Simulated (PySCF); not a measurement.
**HfH$_{4}$: single-point calculation**

HfH$_{4}$, SMILES [H][Hf]([H])([H])[H], computed with M06/CRENBS, RKS, dispersion D3(0), core potentials crenbs (PySCF 2.14.0).

The geometry comes from this level: GFN2-xTB.

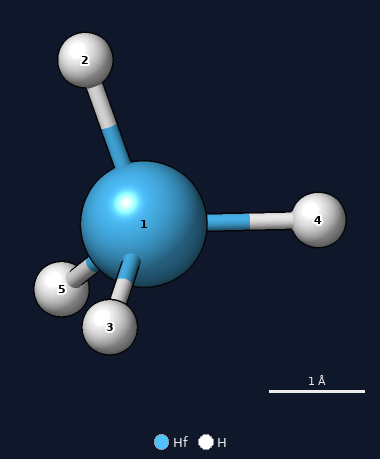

Figure 1. The structure as given in the input (ball-and-stick view, seen on its broad side; atoms are numbered from 1 in the order of the input). Sticks mark near contacts. Bond lengths as drawn: H–Hf 1.86 Å.

## Summary

| quantity | value |
| --- | --- |
| outcome | converged |
| total energy | −5.326274 hartree |
| dispersion energy | −0.000132 hartree |
| basis functions | 17 |
| HOMO | −9.25 eV |
| LUMO | −3.72 eV |
| dipole moment | 0.03 D |
| hardware | 1 thread of Arm Neoverse V1, 24 GiB of memory available, shared host |
| wall time | 2.4 s |
| peak memory | 0.21 GiB |

## Notes

Settings chosen away from the usual ones: tied set to false; solver set to newton (from DIIS+newton).

## Input file (run.py)
```python
from pyscf import gto, dft

system = gto.Mole()
system.atom = [
    ('Hf', (0.000070, 0.000180, -0.000140)),
    ('H', (0.010430, -0.017760, 1.863600)),
    ('H', (1.753220, 0.010280, -0.631130)),
    ('H', (-0.886000, 1.525370, -0.601880)),
    ('H', (-0.877720, -1.518080, -0.630450)),
]
system.verbose = 4
system.charge = 0
system.max_memory = 1860
system.basis = {'default': 'crenbs', 'H': '6-31g'}
system.ecp = {'Hf': 'crenbs'}
system.symmetry = True
system.build()

mf = dft.RKS(system)
mf.xc = 'm06'
mf.disp = 'd3zero'
mf.max_cycle = 100
mf = mf.newton()
mf.kernel()

etot = mf.e_tot
print('E = %.10f Eh' % etot)
dip = mf.dip_moment()
pop, q = mf.mulliken_pop()
```

Command:
```bash
OMP_NUM_THREADS=1 python run.py
```

## Output
```
PySCF version 2.14.0

[INPUT] num. atoms = 5
[INPUT] num. electrons = 8
[INPUT] charge = 0
[INPUT] spin (= nelec alpha-beta = 2S) = 0
[INPUT] symmetry True subgroup None
[INPUT] Mole.unit = angstrom
[INPUT] Symbol           X                Y                Z      unit          X                Y                Z       unit  Magmom
[INPUT]  1 Hf     0.000070000000   0.000180000000  -0.000140000000 AA    0.000132280829   0.000340150702  -0.000264561657 Bohr   0.0
[INPUT]  2 H      0.010430000000  -0.017760000000   1.863600000000 AA    0.019709843479  -0.033561535972   3.521693605739 Bohr   0.0
[INPUT]  3 H      1.753220000000   0.010280000000  -0.631130000000 AA    3.313105636110   0.019426384561  -1.192662848997 Bohr   0.0
[INPUT]  4 H     -0.886000000000   1.525370000000  -0.601880000000 AA   -1.674297346365   2.882531538628  -1.137388359853 Bohr   0.0
[INPUT]  5 H     -0.877720000000  -1.518080000000  -0.630450000000 AA   -1.658650414053  -2.868755435180  -1.191377835232 Bohr   0.0

nuclear repulsion = 5.58657205175901
point group symmetry = C1
symmetry origin: [0. 0. 0.]
symmetry axis x: [1. 0. 0.]
symmetry axis y: [0. 1. 0.]
symmetry axis z: [0. 0. 1.]
num. orbitals of irrep A = 17
number of shells = 11
number of NR pGTOs = 48
number of NR cGTOs = 17
basis = {'default': 'crenbs', 'H': '6-31g'}
ecp = {'Hf': 'crenbs'}

******** <class 'pyscf.soscf.newton_ah.SecondOrderRKS'> ********
method = SecondOrderRKS
initial guess = minao
damping factor = 0
level_shift factor = 0
DIIS = <class 'pyscf.scf.diis.CDIIS'>
diis_start_cycle = 1
diis_space = 8
diis_damp = 0
SCF conv_tol = 1e-09
SCF conv_tol_grad = None
SCF max_cycles = 100
direct_scf = True
direct_scf_tol = 1e-13
XC library pyscf.dft.libxc version 7.0.0
    S. Lehtola, C. Steigemann, M. J.T. Oliveira, and M. A.L. Marques.,  SoftwareX 7, 1–5 (2018)
XC functionals = m06
    Y. Zhao and D. G. Truhlar.,  Theor. Chem. Acc. 120, 215 (2008)
    Y. Zhao and D. G. Truhlar.,  Theor. Chem. Acc. 120, 215 (2008)
radial grids:
    Treutler-Ahlrichs [JCP 102, 346 (1995); DOI:10.1063/1.469408] (M4) radial grids

becke partition: Becke, JCP 88, 2547 (1988); DOI:10.1063/1.454033
pruning grids: <function nwchem_prune>
grids dens level: 3
symmetrized grids: True
atomic radii adjust function: <function treutler_atomic_radii_adjust>
small_rho_cutoff = 0
******** <class 'pyscf.dft.rks.RKS'> Newton solver flags ********
SCF tol = 1e-09
conv_tol_grad = None
max. SCF cycles = 100
direct_scf = True
direct_scf_tol = 1e-13
max_cycle_inner = 12
max_stepsize = 0.05
ah_start_tol = 1e+09
ah_level_shift = 0
ah_conv_tol = 1e-12
ah_lindep = 1e-14
ah_start_cycle = 1
ah_max_cycle = 40
ah_grad_trust_region = 2.5
kf_interval = 4
kf_trust_region = 5
canonicalization = True
Set conv_tol_grad to 3.16228e-05
Initial guess from minao.
tot grids = 63024
  HOMO = -0.319957085369108  LUMO = -0.117890615824831  gap/eV = 5.49851
Calc dispersion correction with DFTD3.
Parameters: xc=m06, version=d3zero, atm=False
Initial guess E= -5.29428433285554  |g|= 0.233595
macro= 0  E= -5.32593881685039  delta_E= -0.0316545  |g|= 0.233595  2 KF 5 JK
macro= 1  E= -5.32627367751797  delta_E= -0.000334861  |g|= 0.000374734  2 KF 8 JK
macro= 2  E= -5.32627367753367  delta_E= -1.56959e-11  |g|= 7.98716e-06  1 KF 2 JK
Canonicalize SCF orbitals
macro X = 3  E=-5.32627367753367  |g|= 7.98716e-06  total 6 KF 19 JK
converged SCF energy = -5.32627367753367
E = -5.3262736775 Eh
Dipole moment(X, Y, Z, Debye):  0.03199,  0.00088,  0.00607
 ** Mulliken pop  **
pop of  0 Hf 6s           1.13759
pop of  0 Hf 6px          0.19954
pop of  0 Hf 6py          0.19875
pop of  0 Hf 6pz          0.19871
pop of  0 Hf 5dxy         0.50772
pop of  0 Hf 5dyz         0.24293
pop of  0 Hf 5dz^2        0.74850
pop of  0 Hf 5dxz         0.26064
pop of  0 Hf 5dx2-y2      0.49129
pop of  1 H 1s            0.50417
pop of  1 H 2s            0.49981
pop of  2 H 1s            0.50377
pop of  2 H 2s            0.49783
pop of  3 H 1s            0.50475
pop of  3 H 2s            0.49975
pop of  4 H 1s            0.50489
pop of  4 H 2s            0.49936
 ** Mulliken atomic charges  **
charge of    0Hf =      0.01433
charge of    1H =     -0.00399
charge of    2H =     -0.00160
charge of    3H =     -0.00450
charge of    4H =     -0.00425
```

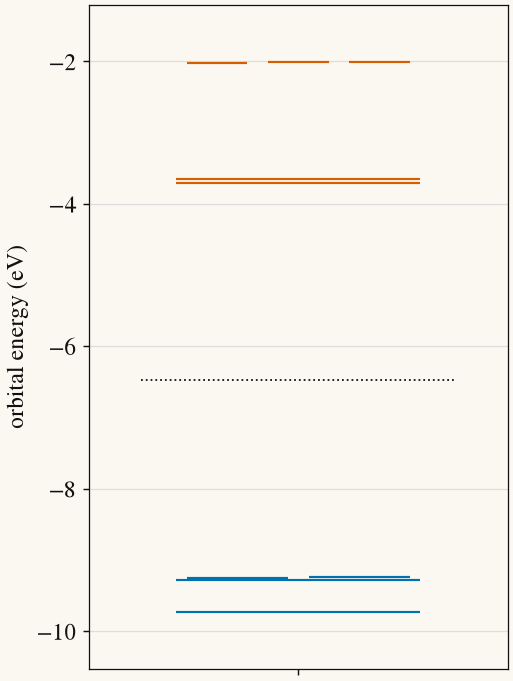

Figure 2. Orbital energies near the frontier; the dotted line parts filled from empty levels, and levels within 0.02 eV of each other stand side by side. Highest filled −9.25 eV, lowest empty −3.72 eV, 5.53 eV apart.
